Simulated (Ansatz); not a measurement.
## Frequency calculation, with input and output: SiPH$_{6}$OF

The run: frequency calculation of SiPH$_{6}$OF. Method and program: RKS PBE0-D4/6-31G* (Ansatz 0.2.0).

It belongs to a series of runs on one base structure; here: vibrations at the highest image of the band. Figures and captions count atoms from 1; the log counts them from 0 in places.

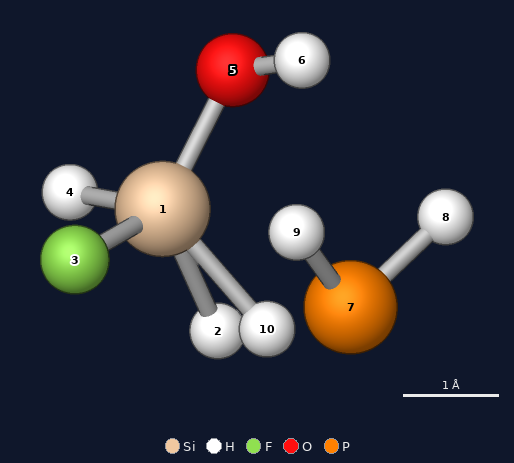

Figure 1. The structure (ball-and-stick view, seen at a tilt; atoms are numbered from 1 in the order of the input).

The input
```yaml
crystal:
  periodic: [false, false, false]
  atoms:
    - { symbol: Si, position_ang: [0.03505, -0.137599, 0.080726] }
    - { symbol: H, position_ang: [0.036823, 0.213534, 1.748977] }
    - { symbol: F, position_ang: [1.413126, 0.298291, -0.611865] }
    - { symbol: H, position_ang: [-0.772871, 1.096159, -0.020016] }
    - { symbol: O, position_ang: [-1.026338, -1.222209, -0.534014] }
    - { symbol: H, position_ang: [-0.718535, -2.139018, -0.526834] }
    - { symbol: P, position_ang: [1.55363, -2.105604, 1.112784] }
    - { symbol: H, position_ang: [0.538579, -3.104811, 1.145431] }
    - { symbol: H, position_ang: [1.921573, -2.335045, -0.23829] }
    - { symbol: H, position_ang: [0.572562, -0.581199, 1.612199] }
basis:
  gaussian: { orbitals: "6-31G*" }
hamiltonian:
  xc: pbe0
  dispersion: d4
phonons: {}
```

Run on 1 thread of Arm Neoverse V1, 24 GiB of memory available, shared host.

Launched with:
```bash
ansatz run input.yaml --threads 1 --pin off --max-ram 2048MiB --backend cpu --events-out ev --progress --plain --runs-dir out
```

The program's output
```
Engine: ansatz 0.2.0, aarch64-unknown-linux-gnu
Functional definition: PBE0
  parameter a = 0.25
  parameter kappa = 0.804
  parameter beta = 0.06672455060314922
  exchange = (1 - a)*pbe_x(kappa = kappa, mu = beta*pi^2/3) + a*exact_x
  correlation = pbe_c(beta = beta)
822 factors; integrals over basis functions are off by at most 5.9e-4 eV
mean field evaluation 1: about -22009.7944 eV, gradient 5.1e1 eV
mean field evaluation 2: about -22002.2568 eV, gradient 8.3e1 eV
mean field evaluation 4: about -22014.2556 eV, gradient 3.3e0 eV
mean field evaluation 8: about -22014.2988 eV, gradient 5.0e-2 eV
mean field -22014.29878732 eV, -809.0105586064 hartree, gradient 4.1e-5 eV, S^2 0.000000; 0 other end points of the search recorded, 0 dependent functions left out
the calculation of the forces begins
reference -22014.29881452 eV, -809.0105596058 hartree; 26, 26 occupied and 54, 54 virtual orbitals, 822 factors
these checks for a lower state are left out or cut short: stability, starts, cluster_reference, orbital_swaps, neighbouring_geometries, increment
822 factors; integrals over basis functions are off by at most 5.9e-4 eV
mean field evaluation 16: about -22014.2783 eV, gradient 1.8e-1 eV
mean field -22014.29858375 eV, -809.0105511253 hartree, gradient 1.7e-6 eV, S^2 0.000000; 0 other end points of the search recorded, 0 dependent functions left out
[... from here on the field's lines of each further geometry are left out, up to the last ...]
the calculation of the forces begins
reference -22014.29877908 eV, -809.0105583035 hartree; 26, 26 occupied and 54, 54 virtual orbitals, 822 factors
these checks for a lower state are left out or cut short: stability, starts, cluster_reference, orbital_swaps, neighbouring_geometries, increment
822 factors; integrals over basis functions are off by at most 5.9e-4 eV
mean field -22014.29877384 eV, -809.0105581110 hartree, gradient 2.6e-6 eV, S^2 0.000000; 0 other end points of the search recorded, 0 dependent functions left out
the calculation of the forces begins
reference -22014.29880104 eV, -809.0105591104 hartree; 26, 26 occupied and 54, 54 virtual orbitals, 822 factors
WARN: phonons: modes at or below zero, which the zero-point energy, F, S and C_V leave out: 1, the lowest at -1317.12 cm⁻¹. A minimum has none, and a first-order saddle one
Total energy: -22014.47712430 eV, -809.0171123696 hartree
Atom 0 at     0.035050    -0.137599     0.080726 Å, force    -0.017307    -0.008854    -0.002947 eV/Å
Atom 1 at     0.036823     0.213534     1.748977 Å, force    -0.002747     0.005102     0.017656 eV/Å
Atom 2 at     1.413126     0.298291    -0.611865 Å, force     0.019177     0.001489    -0.005048 eV/Å
Atom 3 at    -0.772871     1.096159    -0.020016 Å, force    -0.004104     0.002230    -0.000545 eV/Å
Atom 4 at    -1.026338    -1.222209    -0.534014 Å, force     0.020088     0.001328     0.018476 eV/Å
Atom 5 at    -0.718535    -2.139018    -0.526834 Å, force    -0.013720    -0.009960    -0.017791 eV/Å
Atom 6 at     1.553630    -2.105604     1.112784 Å, force     0.002164    -0.005050    -0.015094 eV/Å
Atom 7 at     0.538579    -3.104811     1.145431 Å, force     0.003429     0.008879     0.000465 eV/Å
Atom 8 at     1.921573    -2.335045    -0.238290 Å, force    -0.004386    -0.001038     0.010845 eV/Å
Atom 9 at     0.572562    -0.581199     1.612199 Å, force    -0.002595     0.005872    -0.006018 eV/Å
Dipole moment:    -0.277118    -0.103482     0.045025 e Å
Vibrations: -1317.12 140.22 168.59 208.21 270.49 355.53 387.84 490.91 539.51 615.97 791.03 828.08 895.22 975.54 1026.71 1093.29 1190.67 1226.95 1706.30 1947.09 2311.22 2421.23 2462.82 3826.01 cm⁻¹, zero-point energy 1.604320 eV
```

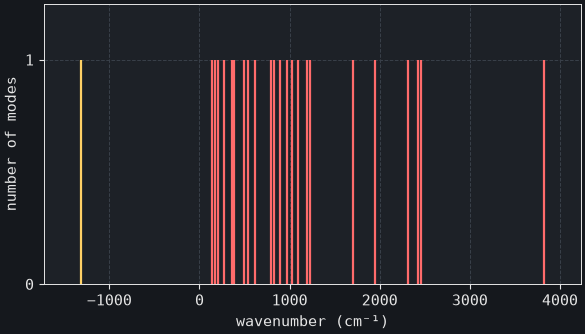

Figure 2. Harmonic vibrational wavenumbers from the force constants; neighbouring modes closer than 23 cm⁻¹ are counted in one stick, and imaginary ones are drawn at negative wavenumbers. 24 modes from 1317i to 3826 cm⁻¹, 1 imaginary beyond 8i (1317i cm⁻¹): a first-order saddle point, if the geometry is stationary.

Results in brief

```json
{"quantity": "outcome", "value": "converged"}
{"quantity": "total energy", "value": "−22014.4771 eV"}
{"quantity": "mean-field energy", "value": "−22014.2988 eV"}
{"quantity": "largest force (length of the vector)", "value": "0.027 eV/Å"}
{"quantity": "wall time", "value": "2.6 min"}
{"quantity": "peak memory", "value": "0.16 GiB"}
```
